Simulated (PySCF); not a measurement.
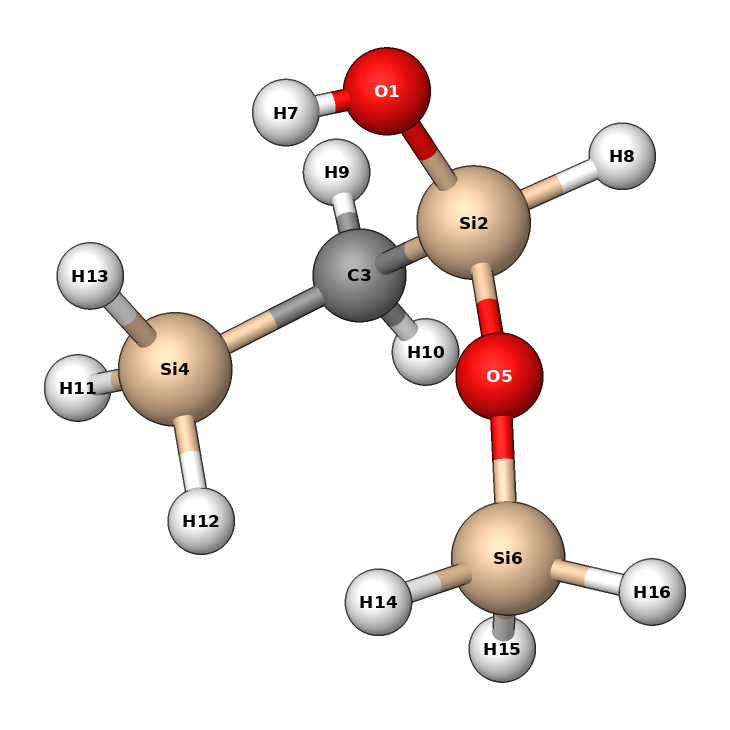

Every bond is drawn as one stick. Computed geometry: PBE0-D3(BJ)/def2-SVP optimisation. No frequency run is at hand to confirm it as a minimum. Computed with PBE0/pcSseg-1 in chloroform (IEF-PCM) (PySCF 2.14.0).

Question: Which bond between heavy atoms has the highest Mayer bond order?

Answer: O1–Si2, 1.05, at a length of 1.656 Å.

List the Mayer bond orders of O1–Si2, Si2–C3, Si2–O5, C3–Si4, O5–Si6 (bonds between heavy atoms, one of each equivalent set).

| bond | Mayer order | length (Å) |
| --- | --- | --- |
| O1–Si2 | 1.05 | 1.656 |
| Si2–C3 | 0.90 | 1.870 |
| Si2–O5 | 0.88 | 1.653 |
| C3–Si4 | 0.93 | 1.881 |
| O5–Si6 | 0.91 | 1.650 |
